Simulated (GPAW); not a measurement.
# C K-edge XANES of rock-salt (TiC)₁₋ₓ(ZrC)ₓ at x = 0, part 2 of 2

What does the C K edge look like in rock-salt (TiC)₁₋ₓ(ZrC)ₓ at x = 0?

GPAW 26.7.0; X-ray absorption from dipole matrix elements to empty bands, plane-wave PAW PBE.

So far. Step 2 (Ground state of the crystal): The mesh shows no gap, so the system is treated as a metal and the core electron is put at the Fermi level (neutral cell).

### Step 4. Spectrum with XCH, C atom 2

The holes are 6.1 Å apart. In GPAW the data set carries the hole's charge, so charge=0 means a charged cell and charge=-1 a neutral one. The excited electron is kept in the cell, where it fills the lowest empty states and screens the hole. After the field has converged, empty bands are computed with the density fixed and the dipole matrix elements are summed.

The absorber has 6 Ti at 2.16 Å (octahedral).

Input file xas.py:

```python
import numpy as np
from ase import Atoms
from ase.parallel import parprint, paropen
from gpaw import GPAW, PW, FermiDirac, Mixer, MixerDif, setup_paths
from gpaw.test import gen
setup_paths.insert(0, '.')
gen('C', name='fch1s', xcname='PBE', corehole=(1, 0, 1), write_xml=True)
from gpaw.mpi import world
world.barrier()

atoms = Atoms('TiCTiCTiCTiCTiCTiCTiCTiC',
    cell=[[0, 4.328, 4.328],
     [4.328, 0, 4.328],
     [4.328, 4.328, 0]],
    scaled_positions=[[0, 0, 0],
     [0.75, 0.25, 0.25],
     [0, 0, 0.5],
     [0.75, 0.25, 0.75],
     [0, 0.5, 0],
     [0.75, 0.75, 0.25],
     [0, 0.5, 0.5],
     [0.75, 0.75, 0.75],
     [0.5, 0, 0],
     [0.25, 0.25, 0.25],
     [0.5, 0, 0.5],
     [0.25, 0.25, 0.75],
     [0.5, 0.5, 0],
     [0.25, 0.75, 0.25],
     [0.5, 0.5, 0.5],
     [0.25, 0.75, 0.75]],
    pbc=True)
atoms.calc = calc = GPAW(legacy_gpaw=True, mode=PW(500, force_complex_dtype=True), xc='PBE', setups={1: 'fch1s'},
    kpts={'size': (4, 4, 4), 'gamma': True}, occupations=FermiDirac(0.1),
    charge=-1, mixer=Mixer(0.1, 5, 50), maxiter=150,
    convergence={'density': 0.0001, 'eigenstates': 1e-6}, txt='scf.txt')
energy = atoms.get_potential_energy() + calc.get_reference_energy()
ef = calc.get_fermi_level()
out = dict(energy=energy, fermi=ef, forces=atoms.get_forces().tolist())
parprint(f'all-electron energy {energy:.4f} eV, Fermi level {ef:.4f} eV')
ev = np.array([[calc.get_eigenvalues(k, s) for k in range(len(calc.get_ibz_k_points()))] for s in range(calc.get_number_of_spins())])
out['homo'], out['lumo'], out['counts'] = ev[ev < ef].max(), ev[ev > ef].min(), sorted(set((ev < ef).sum((0, 2)).tolist()))
out['filled'] = (ev[:, 0] < ef).sum(1).tolist()

from ase.units import Ha
from gpaw.xas import dipole_matrix_elements
nb = int(calc.get_number_of_electrons() / 2) + 125
top, nb = nb, nb + 8 + nb // 12
nscf = calc.fixed_density(kpts={'size': (6, 6, 6), 'gamma': True}, nbands=nb,
    convergence={'bands': top, 'eigenstates': 5e-3}, maxiter=60, txt='nscf.txt')
cell = atoms.cell.array
ops = [cell.T @ U.T @ np.linalg.inv(cell.T) for U in nscf.wfs.kd.symmetry.op_scc]
E = np.arange(-6, 30, 0.1)
fwhm = np.interp(E, [4, 25], [0.9, 3.5])
Y, X, zero, highest = 0, 0, 1e9, 1e9
for spin in range(nscf.get_number_of_spins()):
    wfs = nscf.wfs
    mine = wfs.bd.get_slice()  # this rank's bands
    A = dipole_matrix_elements(wfs.setups[1])
    eps = np.zeros((wfs.kd.nibzkpts, nb))
    d = np.zeros((3, A.shape[1], wfs.kd.nibzkpts, nb), complex)
    for kpt in wfs.kpt_u:
        if kpt.s == spin and 1 in kpt.P_ani:
            eps[kpt.k, mine] = kpt.eps_n * Ha
            d[:, :, kpt.k, mine] = (kpt.weight * wfs.nspins / 2) ** 0.5 * np.inner(A, kpt.P_ani[1])
    world.sum(eps)
    world.sum(d)
    T = np.einsum('amkn,bmkn->abkn', d, d.conj()).real
    T = sum(np.einsum('ai,ijkn,bj->abkn', R, T, R) for R in ops) / len(ops)
    empty = eps > ef
    zero, highest = min(zero, eps[empty].min()), min(highest, eps[:, top - 1].min())
    lines = [(eps, T, empty)] if spin == 0 else lines + [(eps, T, empty)]
for eps, T, empty in lines:
    f = np.einsum('aakn->akn', T).reshape(3, -1)
    x = eps.ravel() - zero
    w = np.interp(x, E, fwhm) / 2.35482
    g = np.exp(-0.5 * ((E[:, None] - x) / w) ** 2) / (w * (2 * np.pi) ** 0.5)
    Y = Y + (f * empty.ravel()) @ g.T
    X = X + (f * ~empty.ravel()) @ g.T
out.update(E=E.round(2).tolist(), xas=Y.tolist(), xes=X.tolist(), zero=zero, valid=highest - zero, nk=len(eps), nb=nb)
for i in range(0, len(E), 10):
    parprint(f'{E[i]:7.2f}', *(f'{v:10.3e}' for v in Y[:, i]))
import json
with paropen('out.json', 'w') as f:
    json.dump(out, f)
```

Launch:

```sh
$ OMP_NUM_THREADS=1 mpirun -n 4 gpaw python xas.py
```

Numbers of over 12 decimals in the logs are rounded to 6 here.

The program printed:

```text
Input parameters:
  charge: -1
  convergence: {density: 0.0001,
                eigenstates: 1e-06}
  kpts: {gamma: True,
         size: (4, 4, 4)}
  maxiter: 150
  mixer: {backend: pulay,
          beta: 0.1,
          method: separate,
          nmaxold: 5,
          weight: 50}
  mode: {ecut: 500.0,
         force_complex_dtype: True,
         name: pw}
  occupations: {fixmagmom: False,
                name: fermi-dirac,
                width: 0.1}
  setups: {1: fch1s}
  xc: PBE

Initialize ...

[... PAW data sets ...]

Reference energy: -193708.767296  # eV

Spin-paired calculation

[... convergence settings ...]
Symmetries present (total): 8
  [... symmetry matrices ...]

64 k-points: 4 x 4 x 4 Monkhorst-Pack grid + [1/8,1/8,1/8]
13 k-points in the irreducible part of the Brillouin zone
       k-points in crystal coordinates                weights
   0:     0.00000000    0.00000000    0.00000000          1/64
   1:     0.00000000    0.25000000    0.25000000          2/64
   2:     0.00000000    0.50000000    0.50000000          1/64
   3:     0.25000000    0.25000000    0.00000000          4/64
   4:     0.25000000    0.25000000    0.25000000          8/64
   5:     0.25000000    0.50000000   -0.25000000          4/64
   6:     0.25000000    0.50000000    0.25000000          8/64
   7:     0.25000000    0.50000000    0.50000000          8/64
   8:     0.50000000    0.25000000   -0.25000000          2/64
   9:     0.50000000    0.25000000    0.25000000          4/64
          ...
  12:     0.50000000    0.50000000    0.50000000          4/64

Wave functions: Plane wave expansion
  Cutoff energy: 500.000 eV
  Number of coefficients (min, max): 4088, 4140
  Pulay-stress correction: 0.000000 eV/Ang^3 (de/decut=0.000000)
  Using FFTW library
  Wavefunction extrapolation:
    Improved wavefunction reuse through dual PAW basis

Occupation numbers: Fermi-Dirac:
  width: 0.1000  # eV

Eigensolver
   Davidson(niter=2)

Densities:
  Coarse grid: 32*32*32 grid
  Fine grid: 64*64*64 grid
  Total Charge: 0.000000

Density mixing:
  Method: separate
  Backend: pulay
  Linear mixing parameter: 0.1
  old densities: 5
  Width of damping distribution: 1.1
  Damping of long wavelength oscillations: 50

[... Hamiltonian set-up ...]
Number of atoms: 16
Number of atomic orbitals: 136
Number of bands in calculation: 82
Number of valence electrons: 129
Bands to converge: occupied

... initialized

Initializing position-dependent things.

Density initialized from atomic densities
Creating initial wave functions:
  82 bands from LCAO basis set

                           C
                    C
                      C

               C    Ti    C
              Ti   C
               Ti   C
        Ti    C    Ti

            Ti
              Ti
       Ti

Atomic positions and initial magnetic moments

Positions:
   0 Ti     0.000000    0.000000    0.000000    ( 0.0000,  0.0000,  0.0000)
   1 C      2.164000    4.328000    4.328000    ( 0.0000,  0.0000,  0.0000)
   2 Ti     2.164000    2.164000    0.000000    ( 0.0000,  0.0000,  0.0000)
   3 C      4.328000    6.492000    4.328000    ( 0.0000,  0.0000,  0.0000)
   4 Ti     2.164000    0.000000    2.164000    ( 0.0000,  0.0000,  0.0000)
   5 C      4.328000    4.328000    6.492000    ( 0.0000,  0.0000,  0.0000)
   6 Ti     4.328000    2.164000    2.164000    ( 0.0000,  0.0000,  0.0000)
[...]
13 C      4.328000    2.164000    4.328000    ( 0.0000,  0.0000,  0.0000)
  14 Ti     4.328000    4.328000    4.328000    ( 0.0000,  0.0000,  0.0000)
  15 C      6.492000    4.328000    4.328000    ( 0.0000,  0.0000,  0.0000)

Unit cell:
           periodic     x           y           z      points  spacing
  1. axis:    yes    0.000000    4.328000    4.328000    32     0.1562
  2. axis:    yes    4.328000    0.000000    4.328000    32     0.1562
  3. axis:    yes    4.328000    4.328000    0.000000    32     0.1562

  Lengths:   6.120716   6.120716   6.120716
  Angles:   60.000000  60.000000  60.000000

Effective grid spacing dv^(1/3) = 0.1704

iter:   1  -184.047338
iter:   2  -167.580364   -0.32  -0.90
iter:   3  -155.383981   +0.51  -1.03
iter:   4  -156.166164   -0.47  -1.53
iter:   5  -156.541995   -1.38  -1.51
iter:   6  -156.664376   -0.89  -1.51
iter:   7  -156.690789   -1.79  -1.86
iter:   8  -156.908227   -1.67  -1.78
iter:   9  -156.492051   -1.21  -1.74
iter:  10  -156.496386   -1.52  -2.09
iter:  11  -156.368082   -1.80  -2.21
iter:  12  -156.325435   -1.67  -2.26
iter:  13  -156.334370c  -2.35  -2.72
iter:  14  -156.330634c  -3.42  -2.74
iter:  15  -156.330768c  -3.65  -3.02
iter:  16  -156.329912c  -3.94  -3.13
iter:  17  -156.329714c  -4.61  -3.41
iter:  18  -156.329664c  -3.93  -3.49
iter:  19  -156.329665c  -4.85  -3.68
iter:  20  -156.329684c  -5.19  -3.74
iter:  21  -156.329689c  -5.70  -3.70
iter:  22  -156.329700c  -5.76  -3.78
iter:  23  -156.329675c  -6.15c -3.76
iter:  24  -156.329695c  -4.66  -3.83
iter:  25  -156.329660c  -5.31  -3.96
iter:  26  -156.329665c  -5.74  -4.09c
iter:  27  -156.329663c  -6.65c -4.77c

Converged after 27 iterations.

Dipole moment: (-0.028035, 0.000000, 0.000000) |e|*Ang

Energy contributions relative to reference atoms: (reference = -193708.767296)

Kinetic:       +143.940362
Potential:     -158.989216
External:        +0.000000
XC:            -141.649991
Entropy (-ST):   -0.113920
Local:           +0.426142
SIC:             +0.000000
--------------------------
Free energy:   -156.386623
Extrapolated:  -156.329663

Showing only first 2 kpts
 Kpt  Band  Eigenvalues  Occupancy
  0    62     10.22703    1.84760
  0    63     10.22703    1.84760
  0    64     10.90170    0.02808
  0    65     10.90170    0.02808

  1    62      9.68362    1.99928
  1    63     10.17229    1.90891
  1    64     10.17231    1.90890
[...]
Fermi level: 10.47654

No gap
No difference between direct/indirect transitions

Forces in eV/Ang:
  0 Ti   -0.05498    0.00000   -0.00000
  1 C     0.00000    0.00000    0.00000
  2 Ti   -0.00000    0.05498   -0.00000
  3 C     0.00000   -0.00000   -0.00000
  4 Ti   -0.00000   -0.00000    0.05498
  5 C     0.00000   -0.00000   -0.00000
  6 Ti    0.00000    0.00000    0.00000
[...]
13 C     0.00000    0.00000    0.00000
 14 Ti    0.05498    0.00000    0.00000
 15 C    -0.00000   -0.00000    0.00000
Scalar-relativistic atomic PBE calculation for C (Carbon, Z=6)
Core hole in 1s state (1s occupation: 1.0)
300 radial gridpoints.
|------------------------------------------------|
|------------------------------------------------|
[... the atom generator's iteration count ...]

Energy contributions:
-------------------------
Kinetic:      +26.485384
XC:            -3.485579
Potential:    -49.578981
-------------------------
Total:        -26.579177

state      eigenvalue         ekin         rmax
-----------------------------------------------
1s^1.0 :   -12.360196    17.354082        0.168
2s^2.0 :    -1.099219     2.380344        1.061
2p^2.0 :    -0.784094     2.185307        0.924
-----------------------------------------------
(units: Bohr and Hartree)

Generating PAW setup
Kinetic energy of the core from tauc = 17.362309
Cutoffs:
rc(s)=1.200
rc(p)=1.200
rc(d)=1.200
rc(vbar)=1.080
rc(comp)=1.200
rc(nct)=1.200

Kinetic energy of the core states: 17.354082
Charge: 1.0
Core electrons: 1.0
Valence electrons: 4.0
Pseudo-core charge: 0.009353
Shape function alpha=6.944
Pseudo-electron charge 3.959458
state    eigenvalue         norm
--------------------------------
2s(2) :    -1.099219     1.082315
*s    :    -0.099219
2p(2) :    -0.784094     0.892738
*p    :     0.215906
*d    :     0.000000
--------------------------------

Diagonalizing with gridspacing h=0.050

state   all-electron     PAW
-------------------------------
2s:      -1.099219    -1.100079
2p:      -0.784094    -0.785584
*d:                   -0.070724
*f:                   -0.014625
-------------------------------
all-electron energy -193865.0970 eV, Fermi level 10.4765 eV
[...]
27.00  1.082e-04  1.082e-04  1.082e-04
  28.00  1.498e-04  1.498e-04  1.498e-04
  29.00  1.921e-04  1.921e-04  1.921e-04
```

Wall time 3.4 min (4 MPI ranks of Arm Neoverse V1, shared host); peak memory 0.57 GiB; 14 min of CPU time.

The C K spectrum, C atom 2, excited-electron core hole (neutral cell) (energy from the lowest empty level; intensity scaled to a mean of 1 over the first 20 eV):

| E (eV) | intensity |
| --- | --- |
| -2.0 | 0.00 |
| -0.5 | 0.08 |
| 1.0 | 0.83 |
| 2.5 | 2.08 |
| 4.0 | 1.15 |
| 5.5 | 0.97 |
| 7.0 | 1.08 |
| 8.5 | 0.11 |
| 10.0 | 0.51 |
| 11.5 | 1.18 |
| 13.0 | 1.79 |
| 14.5 | 1.53 |
| 16.0 | 0.75 |
| 17.5 | 0.48 |
| 19.0 | 0.50 |
| 20.5 | 0.46 |
| 22.0 | 0.37 |
| 23.5 | 0.28 |
| 25.0 | 0.28 |
| 26.5 | 0.39 |
| 28.0 | 0.64 |
| 29.5 | 0.89 |

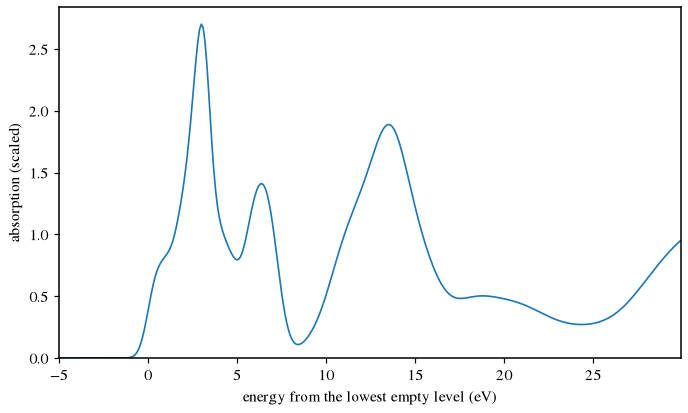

The C K edge, C atom 2, excited-electron core hole (neutral cell): main maxima at 3.0, 6.4 and 13.5 eV.

Main maxima below 24 eV (height): 3.0 eV (2.70), 6.4 eV (1.41) and 13.5 eV (1.89). A K edge sees empty p states; the first features are C p mixed into the empty d states of the Ti neighbours, and the broad ones above probably into the cations' higher empty bands.

The total-energy difference is 288.00 eV. One term is added: -6.71 eV, since the hole is spin-paired here and a spin-polarised one costs that much less in the free atom (computed apart). The photon energy is then 281.29 eV. The functional leaves an error of a few eV in such absolute values.

### Step 5. Cell without a hole, the energy reference

The absorbing element, whose data set is made anew, changes for the next run, so it gets a reference energy of its own.

Input file scf.py:

```python
import numpy as np
from ase import Atoms
from ase.parallel import parprint, paropen
from gpaw import GPAW, PW, FermiDirac, Mixer, MixerDif, setup_paths
from gpaw.test import gen
setup_paths.insert(0, '.')
gen('Ti', name='nch1s', xcname='PBE', corehole=(1, 0, 0), write_xml=True)
from gpaw.mpi import world
world.barrier()

atoms = Atoms('TiCTiCTiCTiCTiCTiCTiCTiC',
    cell=[[0, 4.328, 4.328],
     [4.328, 0, 4.328],
     [4.328, 4.328, 0]],
    scaled_positions=[[0, 0, 0],
     [0.75, 0.25, 0.25],
     [0, 0, 0.5],
     [0.75, 0.25, 0.75],
     [0, 0.5, 0],
     [0.75, 0.75, 0.25],
     [0, 0.5, 0.5],
     [0.75, 0.75, 0.75],
     [0.5, 0, 0],
     [0.25, 0.25, 0.25],
     [0.5, 0, 0.5],
     [0.25, 0.25, 0.75],
     [0.5, 0.5, 0],
     [0.25, 0.75, 0.25],
     [0.5, 0.5, 0.5],
     [0.25, 0.75, 0.75]],
    pbc=True)
atoms.calc = calc = GPAW(legacy_gpaw=True, mode=PW(500, force_complex_dtype=True), xc='PBE', setups={0: 'nch1s'},
    kpts={'size': (4, 4, 4), 'gamma': True}, occupations=FermiDirac(0.1),
    charge=0, mixer=Mixer(0.1, 5, 50), maxiter=150,
    convergence={'density': 0.0001, 'eigenstates': 1e-6}, txt='scf.txt')
energy = atoms.get_potential_energy() + calc.get_reference_energy()
ef = calc.get_fermi_level()
out = dict(energy=energy, fermi=ef, forces=atoms.get_forces().tolist())
parprint(f'all-electron energy {energy:.4f} eV, Fermi level {ef:.4f} eV')
ev = np.array([[calc.get_eigenvalues(k, s) for k in range(len(calc.get_ibz_k_points()))] for s in range(calc.get_number_of_spins())])
out['homo'], out['lumo'], out['counts'] = ev[ev < ef].max(), ev[ev > ef].min(), sorted(set((ev < ef).sum((0, 2)).tolist()))
out['filled'] = (ev[:, 0] < ef).sum(1).tolist()
import json
with paropen('out.json', 'w') as f:
    json.dump(out, f)
```

Launch:

```sh
$ OMP_NUM_THREADS=1 mpirun -n 4 gpaw python scf.py
```

The program printed:

```text
Input parameters:
  convergence: {density: 0.0001,
                eigenstates: 1e-06}
  kpts: {gamma: True,
         size: (4, 4, 4)}
  maxiter: 150
  mixer: {backend: pulay,
          beta: 0.1,
          method: separate,
          nmaxold: 5,
          weight: 50}
  mode: {ecut: 500.0,
         force_complex_dtype: True,
         name: pw}
  occupations: {fixmagmom: False,
                name: fermi-dirac,
[...]
4s(2) :    -0.164137     0.992018
3p(6) :    -1.428160     0.433832
4p(0) :    -0.053893     0.982293
3d(2) :    -0.156485     0.588344
*d    :     0.843515
--------------------------------

Diagonalizing with gridspacing h=0.050

state   all-electron     PAW
-------------------------------
3s:      -2.301366    -2.301666
3p:      -1.428160    -1.428851
3d:      -0.156485    -0.156983
*f:                    0.063889
-------------------------------
all-electron energy -194153.0932 eV, Fermi level 10.1960 eV
[key lines of the parts left out:]
Converged after 24 iterations.
Dipole moment: (0.000000, 0.000000, 0.000000) |e|*Ang
Free energy:   -139.993916
Fermi level: 10.19602
```

The job ended after 39 s (4 MPI ranks; peak memory 0.33 GiB; 2.6 min of CPU time).

Reference energy: -194153.093 eV with the cores included.

### Step 6. Spectrum with XCH, Ti atom 1

The holes are 6.1 Å apart. The excited electron is kept in the cell, where it fills the lowest empty states and screens the hole. After the field has converged, empty bands are computed with the density fixed and the dipole matrix elements are summed.

The absorber has 6 C at 2.16 Å (octahedral).

xas.py, as its differences from that of step 4:

```diff
@@ -6,3 +6,3 @@
 setup_paths.insert(0, '.')
-gen('C', name='fch1s', xcname='PBE', corehole=(1, 0, 1), write_xml=True)
+gen('Ti', name='fch1s', xcname='PBE', corehole=(1, 0, 1), write_xml=True)
 from gpaw.mpi import world
@@ -31,3 +31,3 @@
     pbc=True)
-atoms.calc = calc = GPAW(legacy_gpaw=True, mode=PW(500, force_complex_dtype=True), xc='PBE', setups={1: 'fch1s'},
+atoms.calc = calc = GPAW(legacy_gpaw=True, mode=PW(500, force_complex_dtype=True), xc='PBE', setups={0: 'fch1s'},
     kpts={'size': (4, 4, 4), 'gamma': True}, occupations=FermiDirac(0.1),
@@ -52,3 +52,3 @@
 E = np.arange(-6, 30, 0.1)
-fwhm = np.interp(E, [4, 25], [0.9, 3.5])
+fwhm = np.interp(E, [4, 25], [0.94, 3.5])
 Y, X, zero, highest = 0, 0, 1e9, 1e9
@@ -57,3 +57,3 @@
     mine = wfs.bd.get_slice()  # this rank's bands
-    A = dipole_matrix_elements(wfs.setups[1])
+    A = dipole_matrix_elements(wfs.setups[0])
     eps = np.zeros((wfs.kd.nibzkpts, nb))
@@ -61,5 +61,5 @@
     for kpt in wfs.kpt_u:
-        if kpt.s == spin and 1 in kpt.P_ani:
+        if kpt.s == spin and 0 in kpt.P_ani:
             eps[kpt.k, mine] = kpt.eps_n * Ha
-            d[:, :, kpt.k, mine] = (kpt.weight * wfs.nspins / 2) ** 0.5 * np.inner(A, kpt.P_ani[1])
+            d[:, :, kpt.k, mine] = (kpt.weight * wfs.nspins / 2) ** 0.5 * np.inner(A, kpt.P_ani[0])
     world.sum(eps)
```

Launch:

```sh
$ OMP_NUM_THREADS=1 mpirun -n 4 gpaw python xas.py
```

The program printed:

```text
Input parameters:
  charge: -1
  convergence: {density: 0.0001,
                eigenstates: 1e-06}
  kpts: {gamma: True,
         size: (4, 4, 4)}
  maxiter: 150
  mixer: {backend: pulay,
          beta: 0.1,
          method: separate,
          nmaxold: 5,
          weight: 50}
  mode: {ecut: 500.0,
         force_complex_dtype: True,
         name: pw}
  occupations: {fixmagmom: False,
[...]
*d    :     0.343888
--------------------------------

Diagonalizing with gridspacing h=0.050

state   all-electron     PAW
-------------------------------
3s:      -2.998602    -2.998884
3p:      -2.109826    -2.110472
3d:      -0.656112    -0.656704
*f:                   -0.028297
-------------------------------
all-electron energy -189169.7024 eV, Fermi level 10.3673 eV
[...]
28.00  5.546e-07  5.546e-07  5.546e-07
  29.00  6.130e-07  6.130e-07  6.130e-07
[key lines of the parts left out:]
Converged after 22 iterations.
Dipole moment: (0.000000, 0.000000, 0.000000) |e|*Ang
Free energy:   -152.216282
Fermi level: 10.36733
```

The job ended after 1.8 min (4 MPI ranks; peak memory 0.47 GiB).

The Ti K spectrum, Ti atom 1, excited-electron core hole (neutral cell) (energy from the lowest empty level; intensity scaled to a mean of 1 over the first 20 eV):

| E (eV) | intensity |
| --- | --- |
| -2.0 | 0.00 |
| -0.5 | 0.03 |
| 1.0 | 0.13 |
| 2.5 | 0.21 |
| 4.0 | 0.35 |
| 5.5 | 0.52 |
| 7.0 | 0.27 |
| 8.5 | 0.16 |
| 10.0 | 0.63 |
| 11.5 | 1.12 |
| 13.0 | 1.40 |
| 14.5 | 1.96 |
| 16.0 | 1.94 |
| 17.5 | 2.35 |
| 19.0 | 1.97 |
| 20.5 | 1.43 |
| 22.0 | 1.16 |
| 23.5 | 0.94 |
| 25.0 | 0.87 |
| 26.5 | 1.02 |
| 28.0 | 1.41 |
| 29.5 | 1.56 |

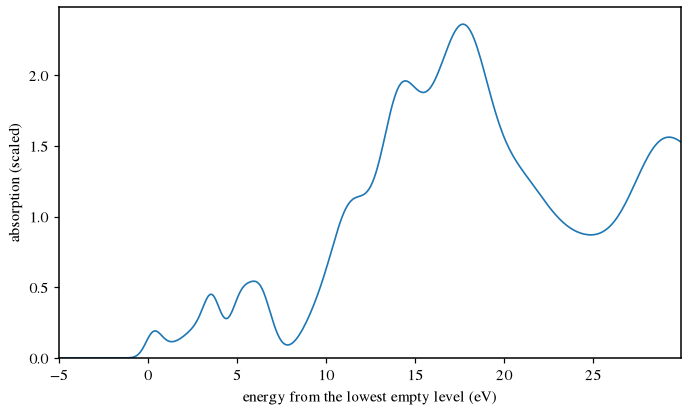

The Ti K edge, Ti atom 1, excited-electron core hole (neutral cell): main maxima at 5.9, 14.5 and 17.7 eV.

Main maxima below 29 eV (height): 0.4 eV (0.19), 3.5 eV (0.45), 5.9 eV (0.54), 14.5 eV (1.96) and 17.7 eV (2.36). A K edge sees empty p states. The weak features of the first eV are p character mixed into the empty d bands; the main 4p edge lies above them.

The total-energy difference is 4983.39 eV. One term is added: -22.82 eV, since the hole is spin-paired here and a spin-polarised one costs that much less in the free atom (computed apart). The photon energy is then 4960.57 eV. The tabulated edge of the element is 4966 eV. The functional leaves an error of a few eV in such absolute values.

### Step 7. Outcome

```json
{
 "absorber and edge": "C K, atom 2 of the ground-state input (counted from 1)",
 "surroundings": "6 Ti at 2.16 Å (octahedral)",
 "highest intensity below 16 eV": "3.0 eV above the zero, height 2.70",
 "photon energy of the zero, with the added terms": "281.3 eV (raw 288.0 eV; uncertain by a few eV)"
}
```

**Reading.** The C K edge of atom 2, with 6 Ti at 2.16 Å (octahedral), has its highest intensity of the first 16 eV at 3.0 eV above the zero, near 284 eV in photon energy (uncertain by a few eV), 2.7 times the mean level of the first 20 eV (Gaussian full width 0.9 eV up to 4 eV, rising linearly to 3.5 eV at 25 eV). The holes are only 6.1 Å apart, so the shape is probably not converged with cell size; no larger cell was run here.

[Banner, clock and machine lines of the logs are left out without a mark of their own.]

[Logs are printed without paths, hosts, clocks, repeated set-up lines and the standing remarks that a program may print on its own settings, such as how far it seeks lower states.]

[Hosts, paths, dates, database ids (printed as entryN), source tags and the programs' standing remarks are cut or masked in the printed files.]

[Lists of maxima count a maximum above −3 eV only where it reaches 4 % of the highest in the window and stands out from its surroundings by 2 % of it (1.5 % where it reaches 55 %); shoulders and weaker maxima are passed over, and of the rest the first, up to two pre-edge ones and the few strongest are named.]
